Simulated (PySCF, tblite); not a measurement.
# CH₁₀B₃NSi: geometry, infrared bands and NMR shifts

Aim: predict the infrared bands and NMR shifts of CH₁₀B₃NSi (`BN(B)[SiH2]BC`).

The runs use tblite 0.8.0 and PySCF 2.14.0, with density-fitted response routines of our own; the level of theory stands in each step. All values are computed, except where a source is named. Atoms count from 0, in the outputs and in this text.

## (1) Starting geometry

16 atoms, charge 0, multiplicity 1; geometry from: force field or distance geometry start.

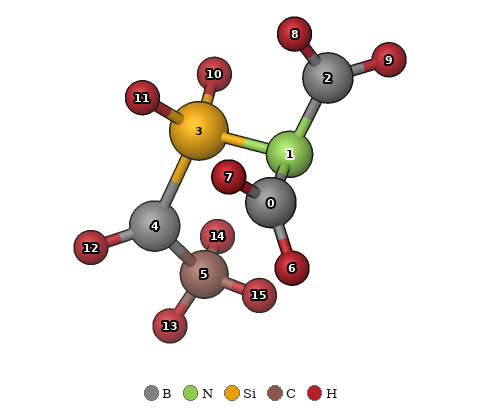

The starting geometry (boron grey, nitrogen green, silicon amber, carbon brown, hydrogen red), atoms numbered; sticks join atoms by distance.

## (2) Geometry optimisation with GFN2-xTB

What the job is given:

```
{"job": {"kind": "relax", "xc": "GFN2-xTB", "basis": "xTB"}, "charge": 0, "multiplicity": 1}
B      1.749700    -0.117600     1.074700
N      1.157800    -0.289600    -0.334300
B      2.258200     0.057700    -1.330000
Si    -0.187100     0.880200    -0.542900
B     -1.707600     0.331400     0.556100
C     -2.365600    -1.097500     0.339600
H      1.657000    -0.992000     1.854400
H      2.181400     0.934000     1.432300
H      2.762300     1.128000    -1.331900
H      2.534800    -0.714600    -2.171700
H     -0.611800     0.885100    -1.945100
H      0.239000     2.223300    -0.146000
H     -2.132600     1.067000     1.384200
H     -3.199400    -1.227400     1.049000
H     -2.741200    -1.177300    -0.695300
H     -1.602500    -1.881700     0.540200
```

On the command line:

```bash
> OMP_NUM_THREADS=1 python probes_run.py task.json out
```

This one command runs all jobs of the session in turn.

The program printed:

```text
step      E/eV     max force
  0    -423.89397    2.511
  1    -424.07723    1.460
  2    -424.18953    0.799
  3    -424.21924    0.432
  4    -424.26643    0.451
  5    -424.28655    0.476
  6    -424.34558    0.411
  7    -424.36668    0.444
  8    -424.39346    0.354
  9    -424.41521    0.404
 10    -424.43959    0.394
 11    -424.46569    0.424
 12    -424.50088    0.486
 13    -424.56169    0.492
 14    -424.63980    0.684
 15    -424.71545    0.836
 16    -424.76473    0.815
 17    -424.86069    0.726
 18    -424.97107    0.881
 19    -425.03595    0.761
 20    -425.08880    0.536
 21    -425.14681    0.445
 22    -425.17313    0.514
 23    -425.23287    0.601
 24    -425.26254    0.415
 25    -425.27517    0.360
 26    -425.28718    0.320
 27    -425.29995    0.260
 28    -425.31764    0.328
 29    -425.33927    0.316
 30    -425.35850    0.317
 31    -425.37102    0.293
 32    -425.38342    0.279
 33    -425.39713    0.291
 34    -425.41111    0.231
 35    -425.42079    0.216
 36    -425.42748    0.199
 37    -425.43288    0.308
 38    -425.44039    0.198
 39    -425.44785    0.128
 40    -425.45227    0.121
 41    -425.45419    0.120
 42    -425.45787    0.108
 43    -425.46068    0.127
 44    -425.46310    0.117
 45    -425.46521    0.117
 46    -425.46771    0.132
 47    -425.47158    0.124
 48    -425.47558    0.122
 49    -425.47790    0.114
 50    -425.47887    0.078
 51    -425.47977    0.099
 52    -425.48089    0.098
 53    -425.48277    0.098
 54    -425.48388    0.084
 55    -425.48523    0.083
 56    -425.48652    0.081
 57    -425.48808    0.103
 58    -425.48947    0.089
 59    -425.49045    0.081
 60    -425.49113    0.083
 61    -425.49183    0.079
 62    -425.49253    0.077
 63    -425.49313    0.052
 64    -425.49360    0.063
 65    -425.49401    0.051
 66    -425.49444    0.057
 67    -425.49487    0.047
 68    -425.49525    0.048
 69    -425.49568    0.054
 70    -425.49627    0.078
 71    -425.49702    0.076
 72    -425.49768    0.065
 73    -425.49815    0.048
 74    -425.49853    0.050
 75    -425.49901    0.069
 76    -425.49968    0.077
 77    -425.50040    0.077
 78    -425.50101    0.052
 79    -425.50150    0.051
 80    -425.50201    0.058
 81    -425.50261    0.095
 82    -425.50330    0.102
 83    -425.50394    0.067
 84    -425.50438    0.043
 85    -425.50469    0.048
 86    -425.50506    0.054
 87    -425.50568    0.078
 88    -425.50673    0.119
 89    -425.50823    0.130
 90    -425.50970    0.087
 91    -425.51071    0.069
 92    -425.51136    0.071
 93    -425.51227    0.110
 94    -425.51324    0.101
 95    -425.51390    0.052
 96    -425.51416    0.027
 97    -425.51432    0.032
 98    -425.51453    0.044
 99    -425.51478    0.039
100    -425.51500    0.029
101    -425.51514    0.027
102    -425.51525    0.026
103    -425.51539    0.033
104    -425.51551    0.026
105    -425.51558    0.019
106    -425.51562    0.020
107    -425.51567    0.019
108    -425.51576    0.024
109    -425.51588    0.028
110    -425.51599    0.023
111    -425.51606    0.021
112    -425.51612    0.026
113    -425.51622    0.029
114    -425.51641    0.031
115    -425.51673    0.044
116    -425.51706    0.040
117    -425.51725    0.027
118    -425.51735    0.026
119    -425.51744    0.030
120    -425.51763    0.036
121    -425.51802    0.047
122    -425.51871    0.067
123    -425.51932    0.059
124    -425.51967    0.035
125    -425.51982    0.032
126    -425.51999    0.042
127    -425.52019    0.033
128    -425.52055    0.032
129    -425.52075    0.035
130    -425.52110    0.041
131    -425.52149    0.045
132    -425.52203    0.065
133    -425.52231    0.098
134    -425.52272    0.090
135    -425.52334    0.051
136    -425.52374    0.029
137    -425.52432    0.042
138    -425.52452    0.042
139    -425.52490    0.054
140    -425.52546    0.068
141    -425.52619    0.077
142    -425.52732    0.126
143    -425.52856    0.154
144    -425.53103    0.137
145    -425.53312    0.095
146    -425.53409    0.068
147    -425.53476    0.134
148    -425.53542    0.081
149    -425.53599    0.051
150    -425.53662    0.043
151    -425.53695    0.056
152    -425.53744    0.049
153    -425.53788    0.041
154    -425.53827    0.043
155    -425.53872    0.060
156    -425.53910    0.063
157    -425.53934    0.039
158    -425.53944    0.038
159    -425.53950    0.016
160    -425.53954    0.023
161    -425.53959    0.028
162    -425.53964    0.030
163    -425.53973    0.030
164    -425.53982    0.024
165    -425.53992    0.021
166    -425.54000    0.020
167    -425.54009    0.021
168    -425.54020    0.027
169    -425.54033    0.035
170    -425.54050    0.041
171    -425.54061    0.033
172    -425.54063    0.045
173    -425.54072    0.010
```

Wall time 0.91 s (1 thread of Arm Neoverse V2, shared host).

Step by step: (not every step is listed)

| step | energy from step 0 (eV) | largest force (eV/Å) |
| --- | --- | --- |
| 0 | 0.0000 | 2.5114 |
| 1 | -0.1833 | 1.4605 |
| 2 | -0.2956 | 0.7991 |
| 3 | -0.3253 | 0.4324 |
| 4 | -0.3725 | 0.4506 |
| 5 | -0.3926 | 0.4756 |
| 6 | -0.4516 | 0.4112 |
| 7 | -0.4727 | 0.4444 |
| 8 | -0.4995 | 0.3538 |
| 24 | -1.3686 | 0.4154 |
| 40 | -1.5583 | 0.1206 |
| 56 | -1.5925 | 0.0808 |
| 72 | -1.6037 | 0.0649 |
| 88 | -1.6128 | 0.1192 |
| 104 | -1.6215 | 0.0265 |
| 120 | -1.6237 | 0.0357 |
| 136 | -1.6298 | 0.0290 |
| 152 | -1.6435 | 0.0486 |
| 168 | -1.6462 | 0.0267 |
| 169 | -1.6464 | 0.0351 |
| 170 | -1.6465 | 0.0411 |
| 171 | -1.6466 | 0.0330 |
| 172 | -1.6467 | 0.0453 |
| 173 | -1.6467 | 0.0100 |

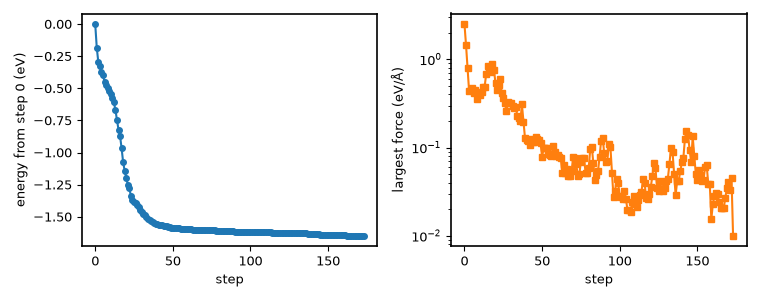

Energy and largest force along the relaxation.

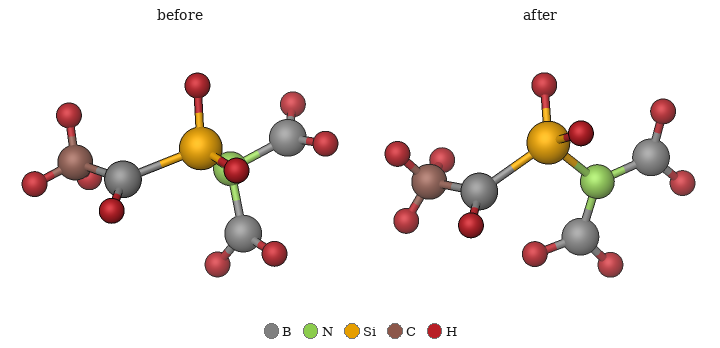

The geometry before (left) and after (right).

Distances of close pairs at the start and the end, largest changes first:

| bond | before (Å) | after (Å) | change (Å) |
| --- | --- | --- | --- |
| B0–N1 | 1.538 | 1.411 | -0.127 |
| N1–B2 | 1.524 | 1.418 | -0.106 |
| C5–H15 | 1.112 | 1.088 | -0.024 |
| B0–H7 | 1.192 | 1.170 | -0.021 |
| Si3–H11 | 1.464 | 1.480 | +0.016 |
| Si3–H10 | 1.465 | 1.479 | +0.014 |
| Si3–B4 | 1.955 | 1.968 | +0.013 |
| C5–H13 | 1.102 | 1.089 | -0.013 |

The final coordinates are the input of the step that follows.

## (3) Vibrational analysis with GFN2-xTB

What the job is given:

```
{"job": {"kind": "ir", "xc": "GFN2-xTB", "basis": "xTB"}, "charge": 0, "multiplicity": 1}
B      1.407187    -0.162248     1.014647
N      1.300788     0.365098    -0.289535
B      2.433206     0.513129    -1.129981
Si    -0.330900     0.856809    -0.859585
B     -1.519185     0.257375     0.590223
C     -2.196949    -1.163800     0.549213
H      0.420380    -0.270748     1.655873
H      2.440451    -0.487947     1.457463
H      3.490806     0.186351    -0.747920
H      2.292740     0.957403    -2.204376
H     -0.465123     0.209867    -2.183282
H     -0.195916     2.301470    -1.149492
H     -1.851054     0.980480     1.455279
H     -2.366573    -1.601081     1.532182
H     -3.188227    -1.035251     0.107229
H     -1.679228    -1.897962    -0.064582
```

The program printed:

```text
mode    cm-1     km/mol
  1      29.8      0.05
  2      94.3      5.49
  3     108.0      1.66
  4     146.1     11.11
  5     209.9      1.13
  6     244.4      0.55
  7     286.0      0.07
  8     309.9      4.76
  9     329.6      1.48
 10     371.5     31.09
 11     469.5     58.41
 12     579.6     27.44
 13     607.1     30.23
 14     621.4     10.70
 15     647.2      0.84
 16     704.8    256.51
 17     768.1    115.93
 18     814.9    239.74
 19     855.5    307.56
 20     862.2     12.49
 21     864.5     11.08
 22     888.6     36.75
 23     930.3     29.67
 24    1009.9     14.13
 25    1118.8     63.65
 26    1124.9     62.21
 27    1165.5     12.46
 28    1263.4    219.04
 29    1350.6    428.06
 30    1380.4     24.49
 31    1473.8      4.19
 32    1496.8      2.20
 33    2112.6    519.12
 34    2133.4    200.33
 35    2508.3    250.99
 36    2602.6    111.64
 37    2615.4    118.00
 38    2633.0     49.49
 39    2642.9    331.41
 40    2972.2     16.98
 41    3016.4     34.38
 42    3027.0     19.49
```

Wall time 0.39 s (1 thread of Arm Neoverse V2, shared host).

The strongest bands and the atoms that carry them (share of the mass-weighted mode):

| cm⁻¹ | km/mol | atoms |
| --- | --- | --- |
| 705 | 256.5 | H11 36 %, H10 34 %, Si3 19 % |
| 815 | 239.7 | H10 47 %, H11 47 % |
| 856 | 307.6 | H8 27 %, H9 26 %, B2 20 % |
| 1263 | 219.0 | B2 23 %, H9 19 %, H6 14 %, B0 14 % |
| 1351 | 428.1 | N1 46 %, B0 27 %, B2 17 % |
| 2113 | 519.1 | H11 50 %, H10 46 % |
| 2508 | 251.0 | H6 92 % |
| 2643 | 331.4 | H8 37 %, H9 28 %, H7 24 % |

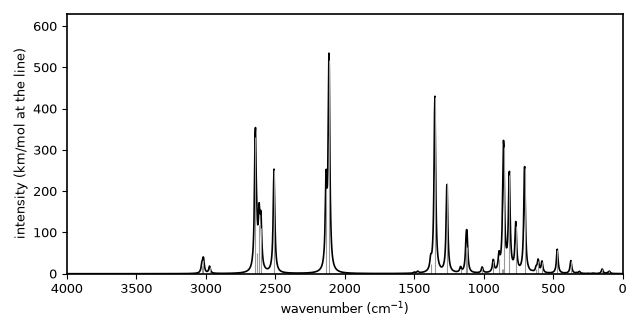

The infrared spectrum from these modes, unscaled. Lines are broadened to a width of 14 cm⁻¹ (Lorentzian).

## (4) NMR shieldings: PBE0/pcSseg-1

Settings changed since step 3:

```diff
@@ -1,2 +1,2 @@
-{"job": {"kind": "ir", "xc": "GFN2-xTB", "basis": "xTB"}, "charge": 0, "multiplicity": 1}
+{"job": {"kind": "nmr", "xc": "PBE0", "basis": "pcSseg-1"}, "charge": 0, "multiplicity": 1}
 B      1.407187    -0.162248     1.014647
```

With the program's defaults for keys left out, this is: GIAO PBE0/pcSseg-1 NMR shielding, non-relativistic, gas phase.

The program printed:

```text
coarse grid: 13232 points
cycle   1  E = -462.4809959037  dE =  2.416e-01  |g| = 4.301e-01  |ddm| = 3.356e+00
cycle   2  E = -462.4560532763  dE =  2.494e-02  |g| = 5.537e-01  |ddm| = 7.490e-01
cycle   3  E = -462.5264672055  dE = -7.041e-02  |g| = 8.386e-02  |ddm| = 4.492e-01
cycle   4  E = -462.5278381916  dE = -1.371e-03  |g| = 2.929e-02  |ddm| = 7.474e-02
cycle   5  E = -462.5280428442  dE = -2.047e-04  |g| = 4.563e-03  |ddm| = 2.721e-02
cycle   6  E = -462.5280487170  dE = -5.873e-06  |g| = 9.725e-04  |ddm| = 6.394e-03
final grid: 121472 points
cycle   7  E = -462.5565441821  dE = -3.798e-05  |g| = 7.353e-03  |ddm| = 2.813e-02
cycle   8  E = -462.5565358445  dE =  8.338e-06  |g| = 9.684e-03  |ddm| = 1.367e-02
cycle   9  E = -462.5565577020  dE = -2.186e-05  |g| = 1.281e-03  |ddm| = 7.560e-03
cycle  10  E = -462.5565580558  dE = -3.538e-07  |g| = 2.497e-04  |ddm| = 9.424e-04
cycle  11  E = -462.5565580703  dE = -1.446e-08  |g| = 4.962e-05  |ddm| = 2.717e-04
cycle  12  E = -462.5565580710  dE = -7.279e-10  |g| = 1.021e-05  |ddm| = 7.011e-05
converged SCF energy = -462.5565580710

GIAO shielding tensors (ppm)
atom      isotropic    diamagn.    paramagn.     s11        s22        s33       span
  0 B       46.218     198.746    -152.528      8.714     30.022     99.919     91.204
  1 N       67.385     328.626    -261.241   -103.499     26.516    279.140    382.639
  2 B       41.402     193.870    -152.468     -4.722     23.050    105.877    110.599
  3 Si     380.780     880.812    -500.032    353.034    363.565    425.741     72.707
  4 B        4.575     197.555    -192.981    -83.793    -42.915    140.432    224.225
  5 C      166.044     251.638     -85.593    133.228    170.421    194.484     61.256
  6 H       27.229      33.573      -6.344     23.776     27.008     30.905      7.129
  7 H       26.185      31.449      -5.264     25.048     26.518     26.988      1.940
  8 H       25.809      29.667      -3.859     23.630     26.796     27.000      3.370
  9 H       25.814      29.759      -3.945     22.488     26.430     28.524      6.036
 10 H       26.470      30.452      -3.981     24.464     25.136     29.812      5.348
 11 H       26.315      29.762      -3.447     24.098     24.632     30.215      6.117
 12 H       22.370      30.660      -8.290     13.372     26.306     27.431     14.059
 13 H       29.542      29.290       0.251     26.398     27.563     34.664      8.266
 14 H       30.997      28.339       2.657     26.315     29.512     37.163     10.848
 15 H       29.587      31.990      -2.402     26.682     29.210     32.869      6.187
```

Run time: 19 s. Hardware: 1 thread of Arm Neoverse V2, shared host; peak memory 0.73 GiB.

Shifts follow as δ = σ(reference) − σ, with reference shieldings (ppm) from runs at the same level and on the same kind of geometry: 1H TMS 31.72, 13C TMS 186.9, 29Si TMS 349.2, 15N NH3 267.7, 11B BF3·OEt2 100.1. The references are single molecules in the gas phase, so shifts against H2O, NH3, PH3, H3PO4 or CFCl3 are not on the usual liquid scales and can be off by tens of ppm. Atoms listed in one row are averaged.

| atoms | environment | σ (ppm) | δ (ppm) | δ scaled to CDCl3 |
| --- | --- | --- | --- | --- |
| C5 | methyl carbon bonded to B | 166.0 | 20.9 | 18.5 |
| H12 | hydrogen on a boron bonded to C, Si | 22.37 | 9.35 | – |
| H6, H7, H8, H9 | hydrogen on a boron bonded to N | 26.26 | 5.46 | – |
| H10, H11 | hydrogen on a silicon bonded to B, N | 26.39 | 5.32 | – |
| H13, H14, H15 | hydrogen on a methyl carbon bonded to B | 30.04 | 1.68 | 1.68 |
| B4 | boron bonded to C, Si, H | 4.6 | 95.5 | – |
| B0, B2 | boron bonded to N, 2 H | 43.8 | 56.3 | – |
| N1 | nitrogen bonded to 2 B, Si | 67.4 | 200.3 | – |
| Si3 | silicon bonded to B, N, 2 H | 380.8 | -31.6 | – |

The scaled column applies a straight-line fit of computed shieldings to shifts measured in CDCl3 (root-mean-square error 0.16 ppm for H, 1.9 ppm for C).

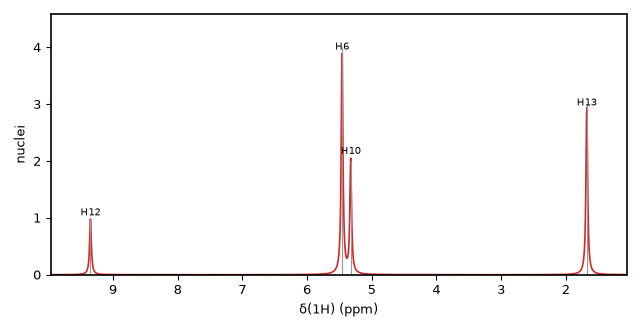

1H lines at the computed shifts, without couplings. Lines are broadened to a width of 0.03 ppm (Lorentzian).

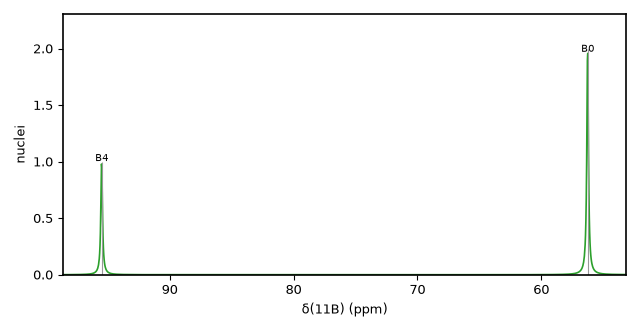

11B lines at the computed shifts, without couplings. Lines are broadened to a width of 0.16 ppm (Lorentzian).

Charges from the same density, by scheme (e):

| atoms | Mulliken | IAO | Hirshfeld | ESP fit |
| --- | --- | --- | --- | --- |
| B0, B2 | 0.20 | 0.07 | 0.15 | 0.23 |
| N1 | -0.77 | -0.51 | -0.23 | -0.18 |
| Si3 | 0.66 | 0.74 | 0.32 | 0.17 |
| B4 | -0.18 | -0.08 | 0.10 | 0.47 |
| C5 | -0.49 | -0.56 | -0.19 | -0.55 |

ESP fit charges:

B0 0.21; N1 -0.18; B2 0.24; Si3 0.17; B4 0.47; C5 -0.55; H6 -0.11; H7 -0.09; H8 -0.11; H9 -0.10; H10 -0.08; H11 -0.09; H12 -0.18; H13 0.13; H14 0.14; H15 0.11

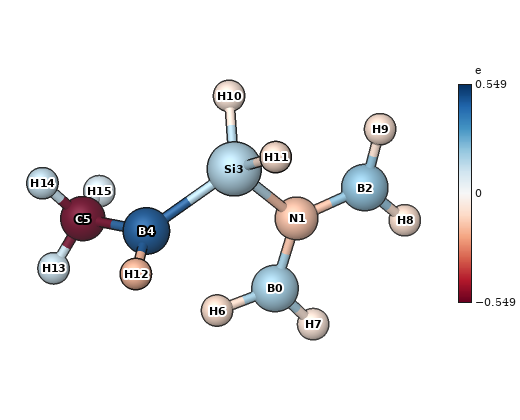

ESP fit charges, as colours on the atoms.

Mayer bond orders: B0–N1 1.22, N1–B2 1.16, N1–Si3 0.78, Si3–B4 0.94, B4–C5 1.06.

## (5) What came out

```
                                                                    quantity                       value
                                   strongest single infrared mode (GFN2-xTB)       2113 cm⁻¹, 519 km/mol
                                                zero-point energy (GFN2-xTB)               70.6 kcal/mol
                                      13C shifts against TMS (PBE0/pcSseg-1)                    20.9 ppm
      1H shifts against TMS (PBE0/pcSseg-1, means over atoms taken as alike)  9.35, 5.46, 5.32, 1.68 ppm
11B shifts against BF3·OEt2 (PBE0/pcSseg-1, means over atoms taken as alike)              95.5, 56.3 ppm
                                      15N shifts against NH3 (PBE0/pcSseg-1)                   200.3 ppm
                                     29Si shifts against TMS (PBE0/pcSseg-1)                   -31.6 ppm
```

What this shows: The optimisation took 173 steps and gained 1.647 eV; among the close pairs (by a distance rule), B0–N1 changed most, from 1.538 to 1.411 Å. All 42 modes are real, so the xTB geometry is a minimum. The strongest single mode, at 2113 cm⁻¹, moves mainly H11 and H10. Unscaled tight-binding wavenumbers are off by several per cent, some by more. Its intensities can rank the bands wrongly. At PBE0/pcSseg-1: The largest span, 383 ppm, is at N1, where the paramagnetic term is -261 ppm.
